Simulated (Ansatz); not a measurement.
# ZnAg (Pm-3m): from the cell to its phonons

Wanted: phonon frequencies of ZnAg (Pm-3m) and what follows from them.

Method: DFT PBEsol, scalar-relativistic, plane waves, PAW; PAW set soft_1, in Ansatz 0.2.0.

## 1. Starting point

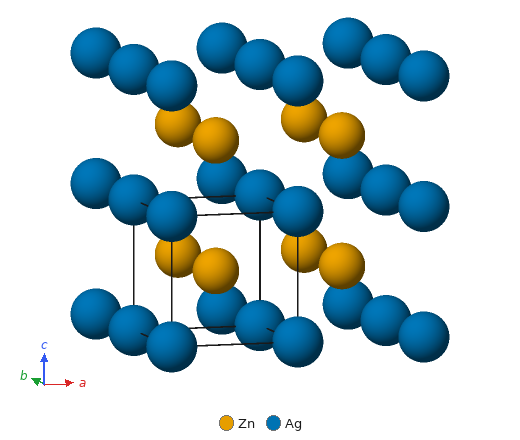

Start, viewed slightly off an axis; zinc orange, silver blue. 2×2×2 cells are drawn. Some periodic images of atoms are drawn too.

## 2. Relaxation

Harmonic phonons are second derivatives at a point where the forces vanish, and they are wanted at zero stress, so atoms and cell are relaxed first.

input.yaml reads:

```yaml
crystal:
  lattice:
    - [3.156, 0.0, 0.0]
    - [0.0, 3.156, 0.0]
    - [0.0, 0.0, 3.156]
  atoms:
    - { symbol: Zn, position: [0.5, 0.5, 0.5] }
    - { symbol: Ag, position: [0.0, 0.0, 0.0] }
kpoints:
  mp_grid: { grid: [14, 14, 14] }
hamiltonian:
  xc: pbesol
  pseudopotentials: { kind: paw, azcp: { folder: soft_1 }, xc_functional: pbe }
scf:
  occupations: { method: gaussian, width: 0.1 }
output:
  forces: true
  stress: true
  eigenvalues: true
  write_density: true
  write_potential: true
  elf: true
  volumetric_format: npy
relax:
  adjacent_minimum: "off"
  f_tol: 0.005
  max_steps: 80
  cell: { stress_tol: 0.05 }
```

On the command line:

```
$ ansatz run input.yaml --threads 4 --pin off --max-ram 10240MiB --backend cpu --events-out ev --progress --plain --runs-dir out
```

Numbers of over 12 decimals in the logs are rounded to 6 here.

The log of the run:

```text
Engine: ansatz 0.2.0, aarch64-unknown-linux-gnu
Pseudopotentials: kind: paw
Pseudopotential: Zn, paw, valence charge 12, recommended cutoff 420 eV (normal), soft_1/Zn.paw.azcp
Pseudopotential: Ag, paw, valence charge 19, recommended cutoff 420 eV (normal), soft_1/Ag.paw.azcp
Functional definition: PBEsol
  exchange = pbesol_x
  correlation = pbesol_c
Crystal: 2 atoms, lattice volume = 31.435 Å³
Basis set: ecut = 420 eV, 619 PW (Γ), exchange–correlation on 48×48×48 points (8 copies of the dense FFT grid, shifted against one another)
Bands: 20, of which v1, the nominal top of the filled ones, is band 16 counted from 1 (15 counted from 0)
Symmetry: 48 space group operations
Space group: Pm-3m (ITA 221), of the structure as read, at distance tolerance 3.2e-5 Å
k-points: 120 of 2744
Non-local potential: Zn, projectors of the file, l = 0: 2, l = 1: 2, l = 2: 3, l = 3: 1
Non-local potential: Ag, projectors of the file, l = 0: 3, l = 1: 2, l = 2: 2, l = 3: 1
PAW form: soft (Blöchl's): semilocal exchange-correlation on the pseudo side does not see the compensation charge
PAW frozen core: Zn, regenerated for the run's functional, and the local potential with it (the file was generated under x = pbe(κ = 0.804, μ = 0.219515), c = pbe(β = 0.066725))
PAW frozen core: Ag, regenerated for the run's functional, and the local potential with it (the file was generated under x = pbe(κ = 0.804, μ = 0.219515), c = pbe(β = 0.066725))
PAW one-centre angular grid: Zn, 590 points (default); XC on 64 Gauss nodes
PAW one-centre angular grid: Ag, 590 points (default); XC on 64 Gauss nodes
Initial density: superposition of atomic densities (chi_scale 0.1, normalization cell, long waves kept (reshape's long-wave potential 0.00 eV rms))
Initial wavefunctions: pseudopotential atomic-orbital guess
Functional: x = pbesol(κ = 0.804, μ = 0.123457), c = pbesol(β = 0.046)
SCF iter   1: F=—  HF=-10804.259118 eV  |F-HF|=—  |Δ(HF+E_count)|=         —  Δρ=1.02e-1  dr2=3.84e0  ethr=3.10e-3  ⟨swp⟩=5.0  Hψ=11183  notcnv=0
preconditioner: auto → none  [metal: Δε(μ)=0.071 eV  Ē_g=12.262 eV  σ=0.100 eV  W_gap=0.38  n_scr=6 (ndim 8)  ℏωp=31.8 eV  f_vac=0.000  D(μ)=0.41/eV (n_scr^D=0)  sad-step TF]
SCF iter   2: F=—  HF=-10803.687610 eV  |F-HF|=—  |Δ(HF+E_count)|=   5.72e-1  Δρ=5.93e-2  dr2=1.44e0  ethr=3.10e-3  ⟨swp⟩=2.4  Hψ=4279  notcnv=0  defer=52
SCF iter   3: F=—  HF=-10803.338361 eV  |F-HF|=—  |Δ(HF+E_count)|=   3.49e-1  Δρ=1.09e-2  dr2=2.84e-2  ethr=3.10e-3  ⟨swp⟩=2.1  Hψ=3523  notcnv=0  defer=52
SCF iter   4: F=—  HF=-10803.334302 eV  |F-HF|=—  |Δ(HF+E_count)|=   4.06e-3  Δρ=7.08e-3  dr2=8.22e-3  ethr=9.17e-5  ⟨swp⟩=2.0  Hψ=5219  notcnv=0  defer=53
SCF iter   5: F=—  HF=-10803.330380 eV  |F-HF|=—  |Δ(HF+E_count)|=   3.92e-3  Δρ=7.11e-4  dr2=5.92e-5  ethr=2.65e-5  ⟨swp⟩=2.0  Hψ=4037  notcnv=0  defer=53
SCF iter   6: F=—  HF=-10803.330451 eV  |F-HF|=—  |Δ(HF+E_count)|=   7.17e-5  Δρ=9.44e-5  dr2=3.02e-6  ethr=1.91e-7  ⟨swp⟩=2.8  Hψ=4237  notcnv=0  defer=53
SCF iter   7: F=-10803.330451 eV  HF=-10803.330451 eV  |F-HF|=1.67e-9  |Δ(HF+E_count)|=   6.15e-7  Δρ=4.70e-6  dr2=2.92e-9  ethr=3.23e-10  ⟨swp⟩=8.5  Hψ=15952  notcnv=0
SCF 1 converged in 7 iterations: F = -10803.330451 eV  dr2 = 2.92e-9
  greatest PAW one-centre occupation: 1.001 electrons in one spin orbital (limit 2), on the Ag atom at site 1 (counted from 0), in its partial waves of l = 0
relax step   1: F+E_penalty+E_count = -10803.33045068 eV  Δ(F+E_penalty+E_count) = +0.000e0 eV  max|allowed force component| = 3.425e-29 eV/Å  Δτ_max = 0.0000 Å  P = -3.959 GPa  Ω = 31.435 Å³  (7 SCF iters, dr2 threshold 1.00e-7 eV, accepted)
Crystal: 2 atoms, lattice volume = 29.966 Å³
Basis set: ecut = 420 eV, 587 PW (Γ), exchange–correlation on 48×48×48 points (8 copies of the dense FFT grid, shifted against one another)
Initial density: handed on by an earlier stage of this run
Initial wavefunctions: those handed on with the density
iter 1 solved again at ethr=4.52e-5 eV; its pass at ethr=3.10e-3 eV (dr2=1.40e-2 eV) is discarded
SCF iter   1: F=—  HF=-10803.349311 eV  |F-HF|=—  |Δ(HF+E_count)|=         —  Δρ=5.95e-3  dr2=1.42e-2  ethr=4.52e-5  ⟨swp⟩=1.0  Hψ=12705  notcnv=0
preconditioner: auto → none  [insulator: Δε(μ)=0.127 eV  Ē_g=13.061 eV  σ=0.100 eV  W_gap=0.57  n_scr=6 (ndim 8)  ℏωp=32.5 eV  f_vac=0.000  D(μ)=0.30/eV (n_scr^D=0)  ε∞_Penn≈7.2]
SCF iter   2: F=—  HF=-10803.347103 eV  |F-HF|=—  |Δ(HF+E_count)|=   2.21e-3  Δρ=5.00e-3  dr2=5.97e-3  ethr=4.52e-5  ⟨swp⟩=2.4  Hψ=4428  notcnv=0
SCF iter   3: F=—  HF=-10803.345470 eV  |F-HF|=—  |Δ(HF+E_count)|=   1.63e-3  Δρ=9.40e-4  dr2=1.37e-4  ethr=1.93e-5  ⟨swp⟩=2.3  Hψ=4097  notcnv=0
SCF iter   4: F=—  HF=-10803.345450 eV  |F-HF|=—  |Δ(HF+E_count)|=   1.96e-5  Δρ=4.69e-4  dr2=3.66e-5  ethr=4.42e-7  ⟨swp⟩=2.1  Hψ=3956  notcnv=0
SCF iter   5: F=—  HF=-10803.345442 eV  |F-HF|=—  |Δ(HF+E_count)|=   8.17e-6  Δρ=7.58e-5  dr2=6.35e-7  ethr=1.18e-7  ⟨swp⟩=2.4  Hψ=3887  notcnv=0
SCF iter   6: F=-10803.345443 eV  HF=-10803.345443 eV  |F-HF|=1.61e-8  |Δ(HF+E_count)|=   7.41e-7  Δρ=1.71e-5  dr2=4.83e-8  ethr=6.45e-10  ⟨swp⟩=9.6  Hψ=16182  notcnv=0
SCF 2 converged in 6 iterations: F = -10803.345443 eV  dr2 = 4.83e-8
relax step   2: F+E_penalty+E_count = -10803.34544273 eV  Δ(F+E_penalty+E_count) = -1.499e-2 eV  max|allowed force component| = 5.325e-30 eV/Å  Δτ_max = 0.0000 Å  P = +1.187 GPa  Ω = 29.966 Å³  energy of the carried Pulay correction = +1.046e-3 eV  (6 SCF iters, dr2 threshold 2.00e-7 eV, accepted)
Crystal: 2 atoms, lattice volume = 30.293 Å³
iter 1 solved again at ethr=1.83e-6 eV; its pass at ethr=3.10e-3 eV (dr2=5.67e-4 eV) is discarded
SCF iter   1: F=—  HF=-10803.346508 eV  |F-HF|=—  |Δ(HF+E_count)|=         —  Δρ=1.36e-3  dr2=7.56e-4  ethr=1.83e-6  ⟨swp⟩=2.0  Hψ=12594  notcnv=0
preconditioner: auto → none  [insulator: Δε(μ)=0.103 eV  Ē_g=13.019 eV  σ=0.100 eV  W_gap=0.50  n_scr=6 (ndim 8)  ℏωp=32.4 eV  f_vac=0.000  D(μ)=0.32/eV (n_scr^D=0)  ε∞_Penn≈7.2]
SCF iter   2: F=—  HF=-10803.346395 eV  |F-HF|=—  |Δ(HF+E_count)|=   1.13e-4  Δρ=1.15e-3  dr2=3.19e-4  ethr=1.83e-6  ⟨swp⟩=2.0  Hψ=4133  notcnv=0
SCF iter   3: F=—  HF=-10803.346307 eV  |F-HF|=—  |Δ(HF+E_count)|=   8.80e-5  Δρ=2.18e-4  dr2=7.83e-6  ethr=1.03e-6  ⟨swp⟩=2.0  Hψ=3124  notcnv=0
SCF iter   4: F=—  HF=-10803.346295 eV  |F-HF|=—  |Δ(HF+E_count)|=   1.19e-5  Δρ=1.12e-4  dr2=2.14e-6  ethr=2.52e-8  ⟨swp⟩=2.1  Hψ=3894  notcnv=0
SCF iter   5: F=-10803.346295 eV  HF=-10803.346295 eV  |F-HF|=3.58e-8  |Δ(HF+E_count)|=   5.17e-7  Δρ=1.66e-5  dr2=3.20e-8  ethr=6.45e-10  ⟨swp⟩=6.2  Hψ=15247  notcnv=0
SCF 3 converged in 5 iterations: F = -10803.346295 eV  dr2 = 3.20e-8
relax step   3: F+E_penalty+E_count = -10803.34629473 eV  Δ(F+E_penalty+E_count) = -8.520e-4 eV  max|allowed force component| = 2.958e-30 eV/Å  Δτ_max = 0.0000 Å  P = -0.102 GPa  Ω = 30.293 Å³  energy of the carried Pulay correction = +8.073e-4 eV  (5 SCF iters, dr2 threshold 2.00e-7 eV, accepted)
[...]
relax step   4: F+E_penalty+E_count = -10803.34632209 eV  Δ(F+E_penalty+E_count) = -2.736e-5 eV  max|allowed force component| = 9.335e-30 eV/Å  Δτ_max = 0.0000 Å  P = -0.002 GPa  Ω = 30.267 Å³  energy of the carried Pulay correction = +8.263e-4 eV  (4 SCF iters, dr2 threshold 2.60e-8 eV, accepted)
Initial wavefunctions: pseudopotential atomic-orbital guess (no wavefunctions were taken with the density)
iter 1 solved again at ethr=7.50e-7 eV; its pass at ethr=3.10e-3 eV (dr2=2.32e-4 eV) is discarded
SCF iter   1: F=—  HF=-10803.345449 eV  |F-HF|=—  |Δ(HF+E_count)|=         —  Δρ=1.30e-4  dr2=1.67e-6  ethr=7.50e-7  ⟨swp⟩=3.0  Hψ=17362  notcnv=0
preconditioner: auto → none  [insulator: Δε(μ)=0.106 eV  Ē_g=13.017 eV  σ=0.100 eV  W_gap=0.51  n_scr=6 (ndim 8)  ℏωp=32.4 eV  f_vac=0.000  D(μ)=0.32/eV (n_scr^D=0)  ε∞_Penn≈7.2]
SCF iter   2: F=—  HF=-10803.345441 eV  |F-HF|=—  |Δ(HF+E_count)|=   7.80e-6  Δρ=1.37e-4  dr2=2.44e-6  ethr=5.38e-9  ⟨swp⟩=2.0  Hψ=3946  notcnv=0
SCF iter   3: F=—  HF=-10803.345442 eV  |F-HF|=—  |Δ(HF+E_count)|=   9.13e-7  Δρ=1.09e-4  dr2=1.98e-6  ethr=5.38e-9  ⟨swp⟩=2.0  Hψ=3747  notcnv=0
SCF iter   4: F=—  HF=-10803.345441 eV  |F-HF|=—  |Δ(HF+E_count)|=   1.02e-6  Δρ=1.31e-5  dr2=4.03e-8  ethr=5.38e-9  ⟨swp⟩=2.0  Hψ=3633  notcnv=0
SCF iter   5: F=—  HF=-10803.345441 eV  |F-HF|=—  |Δ(HF+E_count)|=   9.02e-9  Δρ=3.00e-6  dr2=1.22e-9  ethr=1.30e-10  ⟨swp⟩=2.4  Hψ=3565  notcnv=0
SCF iter   6: F=-10803.345441 eV  HF=-10803.345441 eV  |F-HF|=0.00e0  |Δ(HF+E_count)|=  2.58e-10  Δρ=4.03e-7  dr2=1.87e-11  ethr=1.00e-12  ⟨swp⟩=4.4  Hψ=11900  notcnv=0
SCF 5 converged in 6 iterations: F = -10803.345441 eV  dr2 = 1.87e-11
relax step   5: F+E_penalty+E_count = -10803.34544134 eV  Δ(F+E_penalty+E_count) = +8.807e-4 eV  max|allowed force component| = 8.940e-30 eV/Å  Δτ_max = 0.0000 Å  P = +0.007 GPa  Ω = 30.267 Å³  stress off target by 7.33e-3 GPa  SCF on the basis re-selected at this cell (its energy is not comparable with the rows above)  (6 SCF iters)
basis re-selected at this cell: Δ(F+E_penalty+E_count) = +8.807e-4 eV, ΔP = +0.009 GPa vs the last step (what re-selecting the basis moved, of the pressure what is left beyond the Pulay correction that the steps carried, after the strain that the cell walked since its last selection, with what the two solves' SCF thresholds leave and, on support functions, any second-order correction that the steps lacked; it is no m [...]
SCF converged after 6 iterations
Free energy (F): -10803.345441 eV
Harris-Foulkes:  -10803.345441 eV  (|F-HF|=0.00e0)
Internal energy: -10803.343848 eV  (E = F + TS)
E sigma→0 (E₀):  -10803.344645 eV
Entropy (-TS):   -0.001593 eV (-0.797 meV/atom)
Fermi energy:    15.567376 eV
--- Per-component energies (eV) ---
  E_band       = -179.470620
  E_kinetic    = 615.037124
  E_local      = -3791.909130  (includes V_loc(G=0)·N_el)
  E_nonlocal   = 853.024893
  E_hartree    = 1656.724225
  E_xc         = -236.782566
  E_vxc        = -253.553181  (∫ρ·V_xc dr)
  E_paw        = -5745.454702  (= ΣΔE_a)
  E_vpaw       = -915.518901  (= ΣTr[D̂ρ^β])
  E_aug_tail   = 0.000094  (compensation charges beyond the density's cutoff)
  E_ewald      = -4155.103883
  E_core_change = 1.120096  (= ΣΔE_core)
  E_smearing   = -0.001593  (= −TS)
  E_closure    = 0.000000  (closes the sum)
  Σ components = -10803.345441   (vs F -10803.345441, Δ=0.00e0)
--- Forces (eV/Å), atoms counted from 1 ---
  atom   1  Zn     0.00000000    -0.00000000     0.00000000
  atom   2  Ag     0.00000000     0.00000000    -0.00000000
  max |Σ_I F_I| component: 1.58e-29 eV/Å
--- Stress (GPa, compression-positive) ---
        0.007332       0.000000      -0.000000
        0.000000       0.007332       0.000000
       -0.000000       0.000000       0.007332
  P = ⅓ Tr σ = 0.0073 GPa (0.073 kbar)
--- Band table (eV; the first three rows and the last of 120) ---
  k-point 0: bands = [... 12 lower, 11.1760, 11.1760, 11.1760, 20.8999, 20.8999, 20.8999, 26.2787, 26.8096]
  k-point 1: bands = [... 12 lower, 11.1265, 11.1265, 11.1684, 20.1976, 21.0494, 21.0494, 26.4608, 26.7980]
  k-point 2: bands = [... 12 lower, 10.9918, 10.9918, 11.1470, 18.7358, 21.4844, 21.4844, 26.5562, 26.7633]
  k-point 119: bands = [... 12 lower, 11.5846, 11.5846, 17.3254, 19.6627, 19.6627, 19.6627, 20.3885, 20.3885]
--- Relaxed structure (4 steps of the walk, 4 accepted, 1 SCFs on fresh bases) ---
  F+E_penalty+E_count = -10803.34544134 eV   max|allowed force component| = 8.940e-30 eV/Å   (the final SCF, on the basis selected at the relaxed cell)
  cell:  # Å, volume = 30.2666 Å³
    - [3.116411, 0, 0.0]
    - [0, 3.116411, 0.0]
    - [0, 0.0, 3.116411]
  atoms:
    - { symbol: Zn, position: [0.500000, 0.500000, 0.500000] }
    - { symbol: Ag, position: [0, 0, 0] }
```

The job ended after 6.4 s (4 threads of Arm Neoverse V1, shared host; peak memory 0.39 GiB).

Relaxation path:

```csv
step,energy less that of the first step (eV),largest force component (eV/Å),pressure (GPa),volume (Å³)
1,0.0000,0.0000,-3.96,31.43
2,-0.0150,0.0000,1.19,29.97
3,-0.0158,0.0000,-0.10,30.29
4,-0.0159,0.0000,0.00,30.27
5*,-0.0150,0.0000,0.01,30.27
```

Relaxation steps marked * repeat the geometry before them on a plane-wave basis chosen anew for their cell, so energy and pressure can jump there.

Forces are held to the 48 operations that the run works with; a distortion that breaks them can't arise in this run.

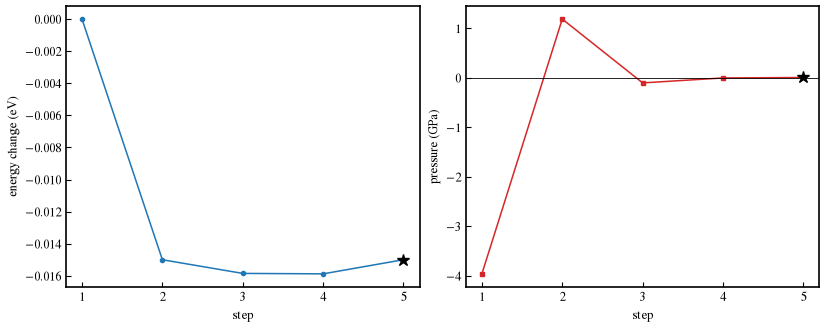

Energy and pressure along the relaxation. Stars mark steps on a basis chosen anew.

```csv
"conventional cell, symmetrised",before,after,change
a (Å),3.156,3.116,-1.3 %
b (Å),3.156,3.116,-1.3 %
c (Å),3.156,3.116,-1.3 %
volume (Å³/atom),15.72,15.13,-3.7 %
```

The relaxed structure:

```xyz
2
Lattice="3.1164 0.0000 0.0000 0.0000 3.1164 0.0000 0.0000 0.0000 3.1164" Properties=species:S:1:pos:R:3 pbc="T T T"
Zn    1.5582    1.5582    1.5582
Ag    0.0000    0.0000    0.0000
```

Numbers from this step:

| Property | Result |
| --- | --- |
| pressure | 0.007332 GPa |
| volume per atom | 15.13 Å³ |
| gap on the k-mesh | 0 eV |

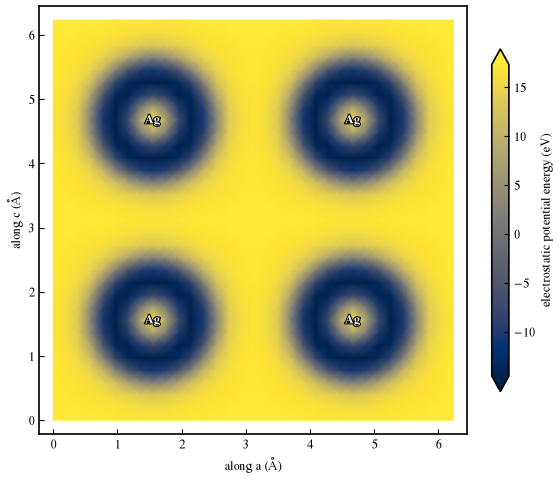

Electrostatic potential energy in the ac plane at fractional y = 0.000, with atoms of Ag within 0.2 Å of it. With pseudopotentials it is smooth inside the atoms' cores, unlike the true potential. The map starts off the cell's origin, so that atoms lie inside it.

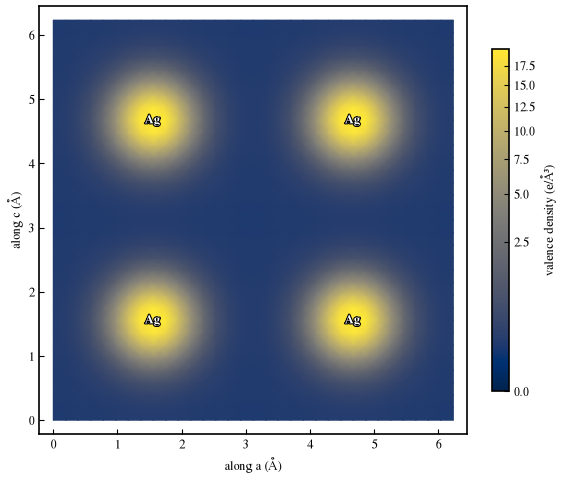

Valence density in the ac plane at fractional y = 0.000, with atoms of Ag within 0.2 Å of it. It is the smooth field of the valence electrons, not physical close to the nuclei. The map starts off the cell's origin, so that atoms lie inside it. The colour scale is stretched toward low values.

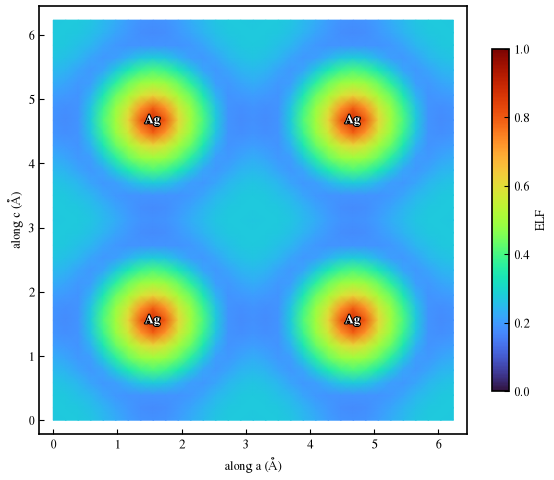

ELF in the ac plane at fractional y = 0.000, with atoms of Ag within 0.2 Å of it. It is the smooth field of the valence electrons, not physical close to the nuclei. The map starts off the cell's origin, so that atoms lie inside it.

In this step the volume went from 15.72 to 15.13 Å³/atom.

## 3. Relaxing to small forces for the phonons

Phonons need a cell at rest on their own settings, so the relaxation is repeated with tight tolerances on forces and stress on the k mesh and occupations of the first response run.

input.yaml reads:

```yaml
crystal:
  lattice:
    - [3.1164108941, 0.0, 0.0]
    - [0.0, 3.1164108941, 0.0]
    - [0.0, 0.0, 3.1164108941]
  atoms:
    - { symbol: Zn, position: [0.5, 0.5, 0.5] }
    - { symbol: Ag, position: [0.0, 0.0, 0.0] }
kpoints:
  mp_grid: { grid: [16, 16, 16] }
hamiltonian:
  xc: pbesol
  pseudopotentials: { kind: paw, azcp: { folder: soft_1 }, xc_functional: pbe }
scf:
  occupations: { method: methfessel_paxton, width: 0.2 }
output:
  forces: true
  stress: true
  eigenvalues: true
relax:
  adjacent_minimum: "off"
  f_tol: 0.001
  max_steps: 60
  cell: { stress_tol: 0.01 }
```

The log of the run:

```text
[...]
Crystal: 2 atoms, lattice volume = 30.267 Å³
Basis set: ecut = 420 eV, 619 PW (Γ), exchange–correlation on 48×48×48 points (8 copies of the dense FFT grid, shifted against one another)
Bands: 20, of which v1, the nominal top of the filled ones, is band 16 counted from 1 (15 counted from 0)
Symmetry: 48 space group operations
[...]
k-points: 165 of 4096
[...]
k-point 164: bands = [... 12 lower, 11.5709, 11.5709, 17.3099, 19.6477, 19.6477, 19.6477, 20.3724, 20.3724]
--- Relaxed structure (3 steps of the walk, 3 accepted, 1 SCFs on fresh bases) ---
[...]
cell:  # Å, volume = 30.2871 Å³
    - [3.117112, 0, 0]
    - [0, 3.117112, 0]
    - [0, 0, 3.117112]
  atoms:
    - { symbol: Zn, position: [0.5, 0.5, 0.5] }
    - { symbol: Ag, position: [0, 0, 0] }
[key lines of the parts left out:]
SCF converged after 6 iterations
Free energy (F): -10803.341188 eV
Fermi energy:    15.500406 eV
P = ⅓ Tr σ = -0.0002 GPa (-0.002 kbar)
```

Elapsed: 6 s, on 4 threads; peak memory 0.41 GiB.

Little changed from the start: no atom moved by 0.005 Å and no cell edge by 0.1 %.

Numbers from this step:

| Property | Result |
| --- | --- |
| pressure | -2.50e-4 GPa |
| volume per atom | 15.14 Å³ |

The forces vanish by symmetry and the pressure is 0.000 GPa, within the tolerances set. The cell now holds 15.14 Å³/atom.

(Continued in part 2 of 2.)

[Logs are printed without paths, hosts, clocks, repeated set-up lines and the standing remarks that a program may print on its own settings, such as how far it seeks lower states.]

[Hosts, paths, dates, database ids (printed as entryN), source tags and the programs' standing remarks are cut or masked in the printed files.]
